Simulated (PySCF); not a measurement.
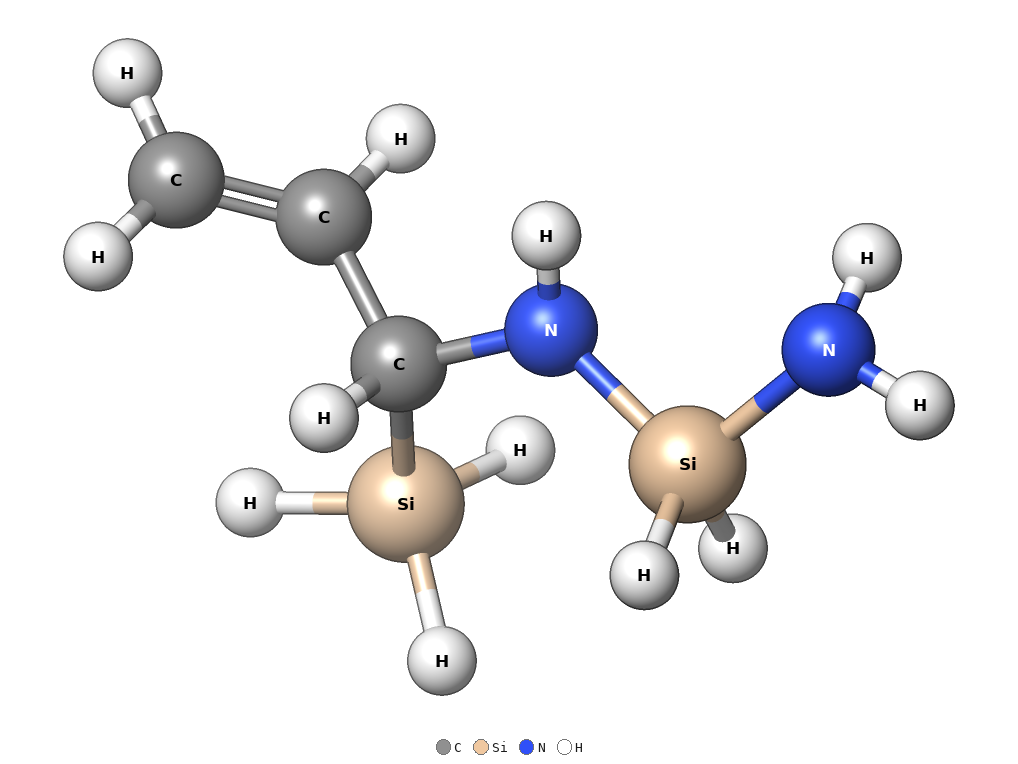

The computed structure is the end point of a GFN2-xTB optimisation. No frequency run is at hand to confirm it as a minimum. Properties computed with PBE0/pcSseg-1, gas phase (PySCF 2.14.0).

### Give the LUMO energy (Kohn–Sham orbital) at this level.

−0.10 eV.

### What is the dipole moment?

0.87 D.

### Estimate the HOMO energy (Kohn–Sham orbital).

−6.63 eV.

The geometry is semi-empirical. Around Si such bond lengths and angles can be off by a tenth of an ångström or more and by several degrees, and values that hang on the shape move with them.
